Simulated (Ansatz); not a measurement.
Cost and result by functional for the surface energy of the (100) surface of rutile TiO2 in its 1x1 cell (cut with top plane O, bottom plane O), outermost plane spacing 0.90 Å in the ideal cut, in Ansatz (plane waves, PAW). Single points on the PBE structure, on one kind of machine; costs are rough ratios of the slab run's core time (references not counted) to the cheapest single point. r2SCAN's cost holds its higher cutoff (500 against 420 eV). Differences are taken against HSE06 for comparison alone: no measured value is at hand, so the table doesn't rank accuracy. HSE06 ran on a coarser k-mesh, which lowers its cost and carries part of its shift.

Set-up: 15 atoms, O10Ti5, 11.1 Å thick at the start; mesh 9x6x1; 0.025 eV smearing; dipole correction on; all atoms relaxed; start symmetry kept, larger cells not searched; no spin, no spin-orbit, no U. These notes are the PBE run's.

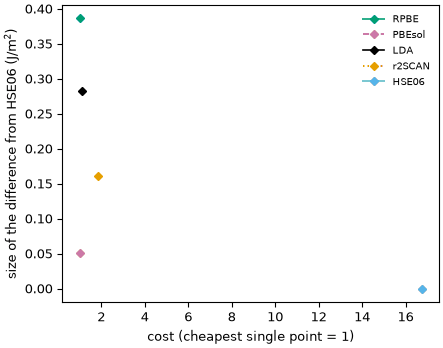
Difference from HSE06 against cost

| functional | relative cost | surface energy (J/m²) | less HSE06 (J/m²) |
|---|---|---|---|
| RPBE | 1 | 0.38 | -0.39 |
| PBEsol | 1 | 0.81 | 0.05 |
| LDA | 1 | 1.05 | 0.28 |
| r2SCAN | 2 | 0.93 | 0.16 |
| HSE06 | 20 | 0.76 | 0.00 |
| PBE (the relaxed run's value) | – | 0.62 | -0.14 |

The values span 0.67 J/m², while the single points' costs differ by a factor of roughly 20. Differences are of unrounded values.

Ansatz is a quantum-chemistry and plane-wave program.
